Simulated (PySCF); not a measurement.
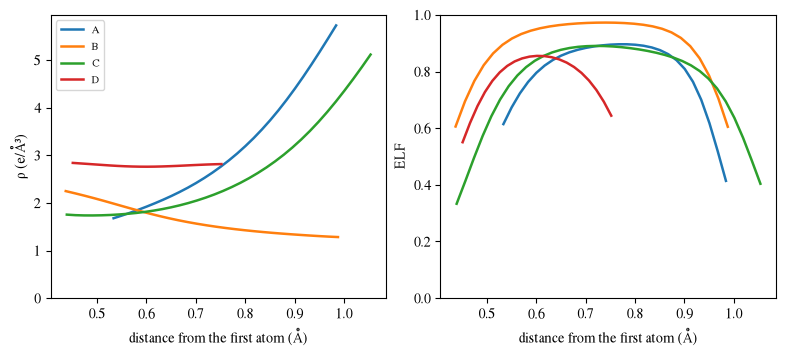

*C4H7BOS (SMILES C#CB(OC)SC). Electron density and ELF along straight lines between neighbouring atoms. The curves leave out the atomic cores.*

Geometry: GFN2-xTB.

Method: PySCF, PBE0/pcSseg-1, SCF density, gas phase, non-relativistic.

Input file:

```
{"job": {"kind": "nmr", "xc": "PBE0", "basis": "pcSseg-1"}, "charge": 0, "multiplicity": 1}
C      0.478651     2.724180     0.414887
C      0.032653     1.632075     0.177799
B     -0.467633     0.227631    -0.117513
O     -1.753285     0.063960    -0.435315
C     -2.352073    -1.172591    -0.730227
S      0.674789    -1.195051    -0.050354
C      2.289258    -0.468086     0.389673
H      0.846139     3.687544     0.621389
H     -2.453689    -1.770955     0.179070
H     -3.338601    -0.969480    -1.147700
H     -1.751741    -1.737653    -1.448727
H      2.575461    -0.849158     1.365231
H      2.209250     0.613106     0.410365
H      3.010143    -0.785998    -0.357083
```

Command:

```sh
OMP_NUM_THREADS=1 python probes_run.py task.json out
```

Which curve belongs to which contact (B–O, C–B, C–C and C–O)? The first atom named is at distance zero.

Answer. Curve A: B–O (1.33 Å): ρ is about 2.2 e/Å³ halfway; the ELF peaks at about 0.90 between the atoms (a short, strongly polar bond). Curve B: C–B (1.52 Å): ρ is about 1.5 e/Å³ halfway; the ELF peaks at about 1 between the atoms: localised, covalent bonding. Curve C: C–O (1.41 Å): ρ at the midpoint is about 2.1 e/Å³, with its minimum of 1.7 e/Å³ about 0.5 Å from C; the ELF peaks at about 0.90 between the atoms: a shared but strongly polarised pair. Curve D: C–C (1.20 Å): the density is about 2.8 e/Å³ at the midpoint; the ELF peaks at about 0.85 between the atoms: a multiple bond.
